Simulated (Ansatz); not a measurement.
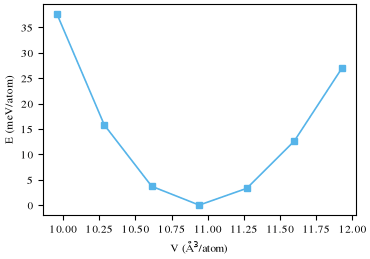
MgCu3H (anti-perovskite, Pm-3m) under volume change, DFT-r²SCAN in the program Ansatz with PAW potentials, scaled uniformly.

Q: What does a third-order Birch–Murnaghan fit give for V₀, B₀ and B′?

A: V₀ = 10.94 Å³/atom, B₀ = 114 GPa, B′ = 4.6.

The start of the workflow was typed in or built on a structure type; neither database checked (COD, Materials Project) lists it. Its standing as an ambient phase is unchecked. The cell was relaxed with r²SCAN under the symmetry of its start; its stability against distortions is not shown here. The run is not spin-polarised.

Potentials: the earlier of the program's two PAW sets.
